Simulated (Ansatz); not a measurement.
C3H6N2O: several calculations on one system

Part 1: Relaxation

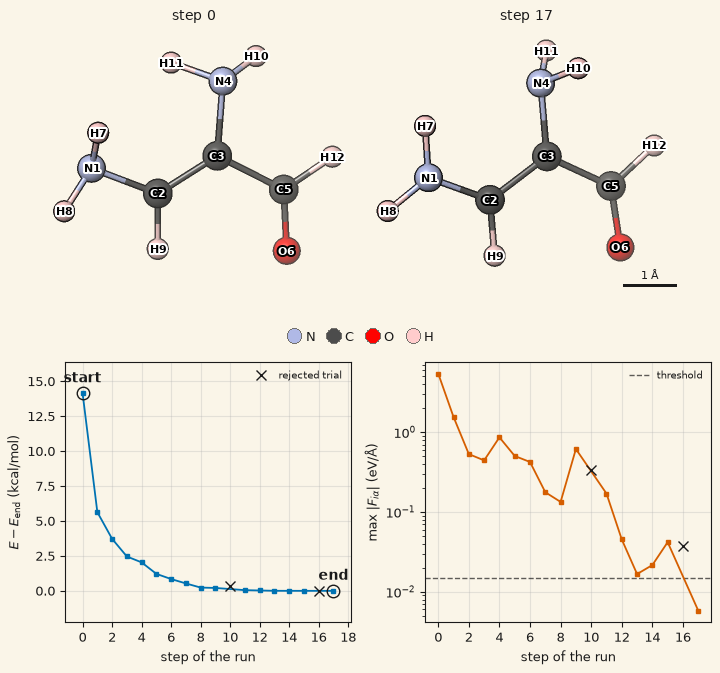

First and last geometry of a relaxation of C3H6N2O, with the history of the run. A ball-and-stick model, seen at a tilt.

The run prepares an end point of a later path (inversion) calculation, from a guessed geometry.

Level of theory: Ansatz, RKS B3LYP-D4/def2-SVP.

Input file:
```yaml
crystal:
  periodic: [false, false, false]
  atoms:
    - { symbol: "N", position_ang: [-1.0966, -1.6594, 0.2382] }
    - { symbol: C, position_ang: [-0.7937, -0.2984, 0.4393] }
    - { symbol: C, position_ang: [0.2397, 0.3373, -0.1002] }
    - { symbol: "N", position_ang: [1.2896, -0.2823, -0.8948] }
    - { symbol: C, position_ang: [0.4452, 1.7858, 0.2213] }
    - { symbol: O, position_ang: [-0.2791, 2.4381, 1.0019] }
    - { symbol: H, position_ang: [-0.8085, -1.9441, -0.6819] }
    - { symbol: H, position_ang: [-2.1068, -1.751, 0.3415] }
    - { symbol: H, position_ang: [-1.4788, 0.2431, 1.1433] }
    - { symbol: H, position_ang: [2.1526, 0.0872, -0.7343] }
    - { symbol: H, position_ang: [1.2027, -1.2953, -0.6829] }
    - { symbol: H, position_ang: [1.3106, 2.284, -0.2573] }
basis:
  gaussian: { orbitals: def2-SVP }
hamiltonian:
  xc: b3lyp
  dispersion: d4
relax:
  f_tol: 0.015
  max_steps: 40
```

Run as
```bash
ansatz run input.yaml --threads 2 --pin off --max-ram 3072MiB --backend cpu --events-out ev --progress --plain --runs-dir out
```

Read the history and describe the run.

Answer. It converged. The largest moves after the best rigid fit, 1.18 Å, are those of H10 and H11. By element the largest moves are H 1.18 Å, N 0.30 Å, C 0.20 Å, O 0.08 Å. Among the contacts that change: N4–H10 0.952 → 1.021 Å, N1–C2 1.409 → 1.345 Å, C2–C3 1.328 → 1.370 Å, C3–C5 1.498 → 1.457 Å. Bond angles that change, for instance: C2–N1–H8 106.6° → 122.3°, H7–N1–H8 110.6° → 120.5°, H10–N4–H11 114.8° → 106.7°. Groups turn about C3–N4 by about 95°. Over 15 accepted moves (17 points after the start) the energy falls by 14.1 kcal/mol. The largest force component goes from 5.4 to 0.0058 eV/Å. The line search rejected the trial steps at points 10, 16 of the run.

Part 2: Relaxation

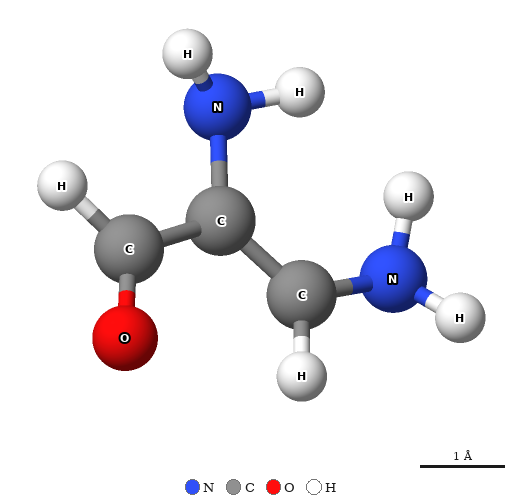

C₃H₆N₂O, before the relaxation. Style: ball-and-stick. Shown from a free direction.

The run prepares an end point of a later path (inversion) calculation, from a guessed geometry.

These are results of RKS B3LYP-D4/def2-SVP in Ansatz 0.2.0, not measurements.

The input:
```yaml
crystal:
  periodic: [false, false, false]
  atoms:
    - { symbol: "N", position_ang: [-1.0966, -1.6594, 0.2382] }
    - { symbol: C, position_ang: [-0.7937, -0.2984, 0.4393] }
    - { symbol: C, position_ang: [0.2397, 0.3373, -0.1002] }
    - { symbol: "N", position_ang: [1.2896, -0.2823, -0.8948] }
    - { symbol: C, position_ang: [0.4452, 1.7858, 0.2213] }
    - { symbol: O, position_ang: [-0.2791, 2.4381, 1.0019] }
    - { symbol: H, position_ang: [-0.26279, -2.16555, -0.00512] }
    - { symbol: H, position_ang: [-1.48156, -2.00472, 1.1169] }
    - { symbol: H, position_ang: [-1.4788, 0.2431, 1.1433] }
    - { symbol: H, position_ang: [2.1526, 0.0872, -0.7343] }
    - { symbol: H, position_ang: [1.2027, -1.2953, -0.6829] }
    - { symbol: H, position_ang: [1.3106, 2.284, -0.2573] }
basis:
  gaussian: { orbitals: def2-SVP }
hamiltonian:
  xc: b3lyp
  dispersion: d4
relax:
  f_tol: 0.015
  max_steps: 40
```

Launched with:
```bash
ansatz run input.yaml --threads 2 --pin off --max-ram 3072MiB --backend cpu --events-out ev --progress --plain --runs-dir out
```

### What does the optimiser find from here?

H11 moves most after the best rigid fit: 1.06 Å. By element the largest moves are H 1.06 Å, N 0.36 Å, O 0.24 Å, C 0.18 Å. Near-neighbour distances that change, for instance: N4–H10 0.952 → 1.020 Å, N1–C2 1.409 → 1.353 Å, C2–C3 1.328 → 1.366 Å, C3–C5 1.498 → 1.466 Å. Among the angles between lasting bonds that change: C2–N1–H8 106.6° → 121.5°, C3–N4–H11 104.1° → 113.9°, C2–N1–H7 110.0° → 119.6°. Groups turn about C3–N4 by about 80°. Over 28 accepted moves (36 points after the start) the energy falls by 0.562 eV. The largest force component goes from 5.3 to 0.0098 eV/Å. The line search rejected the trial steps at points 4, 14, 17, 20, 23, 26, 27, 30 of the run. The forces were under the threshold at step 28, but the run went on from there.

Final geometry:

```xyz
12

N    -0.8590   -1.6331    0.5035
C    -0.6809   -0.2946    0.5839
C     0.3447    0.4066    0.0167
N     1.3857   -0.1940   -0.7553
C     0.3722    1.8609    0.1981
O    -0.4358    2.5164    0.8320
H    -0.1510   -2.2066    0.0621
H    -1.6018   -2.0970    1.0056
H    -1.4357    0.2721    1.1376
H     2.0164   -0.7858   -0.2151
H     1.0505   -0.7182   -1.5627
H     1.2424    2.3430   -0.3199
```

The end point in the same view:

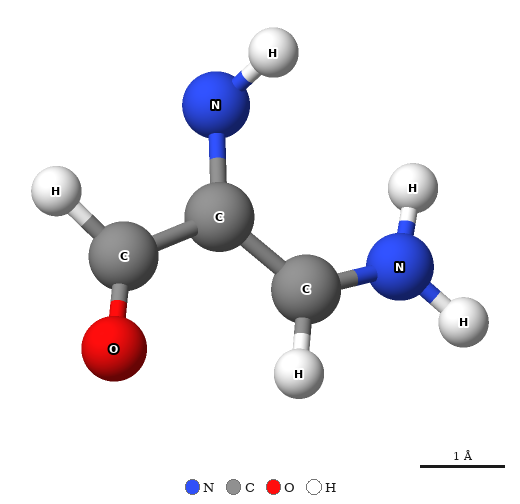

Part 3: Path

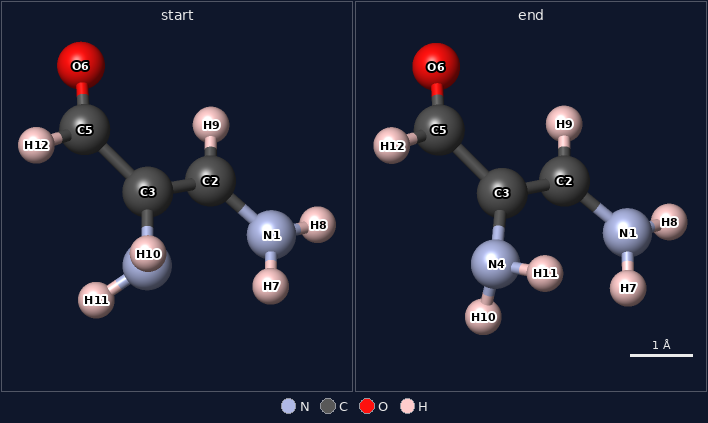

The two relaxed end points of a path for C$_{3}$H$_{6}$N$_{2}$O. Style: ball-and-stick. Shown at a tilt.

Theory: RKS B3LYP-D4/def2-SVP (Ansatz).

Run with 7 movable images; climbing image; force threshold 0.03 eV/Å; iteration limit 60.

Start:
```xyz
12

N    -1.3144   -1.4968    0.0353
C    -0.9471   -0.2438    0.3560
C     0.2571    0.3095    0.0106
N     1.1805   -0.4922   -0.7395
C     0.5523    1.6787    0.4124
O    -0.1776    2.4218    1.0464
H    -0.6563   -2.0486   -0.5067
H    -2.2156   -1.8754    0.2849
H    -1.6526    0.3651    0.9284
H     1.4247   -0.0610   -1.6316
H     2.0563   -0.6393   -0.2363
H     1.5694    2.0270    0.0742
```

End:
```xyz
12

N    -1.2125   -1.4566   -0.0394
C    -0.8624   -0.1991    0.3154
C     0.3203    0.4126    0.0117
N     1.3651   -0.2077   -0.7395
C     0.5250    1.7897    0.4703
O    -0.2644    2.4491    1.1234
H    -0.5368   -2.0532   -0.5002
H    -2.0758   -1.8726    0.2780
H    -1.6007    0.3791    0.8793
H     1.8250   -0.9784   -0.2555
H     1.0764   -0.5232   -1.6647
H     1.5178    2.2053    0.1551
```

**What barrier does the band find between them, and by what path?**

The highest point, image 5, lies 20.0 kJ/mol above the start and 6.0 kJ/mol above the end; the end is at +14.0 kJ/mol relative to the start. The motion is an umbrella inversion at N1. No bond forms or breaks between the ends. Bond angles that change up to the highest image, for instance: C2–C3–N4 118.2° → 125.9°, H7–N1–H8 120.5° → 114.2°. The band is converged. At the top, the vibrational analysis gives one imaginary mode (266i cm⁻¹), as a transition state must have.

Energies of the converged images:

| image | path (Å) | E (kJ/mol) |
| --- | --- | --- |
| 0 | 0.00 | 0.0 |
| 1 | 0.50 | 0.8 |
| 2 | 1.00 | 3.5 |
| 3 | 1.50 | 8.7 |
| 4 | 2.00 | 16.3 |
| 5 | 2.51 | 20.0 |
| 6 | 3.02 | 17.2 |
| 7 | 3.53 | 14.5 |
| 8 | 4.04 | 14.0 |

The geometry at the top of the path:

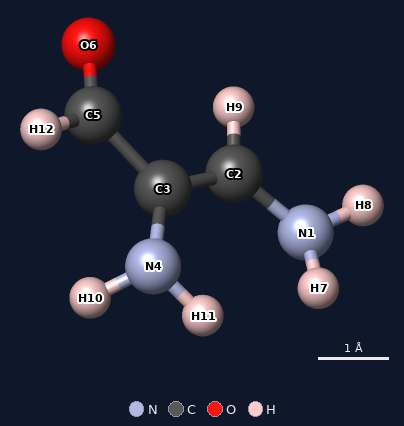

Cost: 8.5 min on 2 threads of Arm Neoverse V1, with other jobs on the host, peak memory 0.26 GiB.
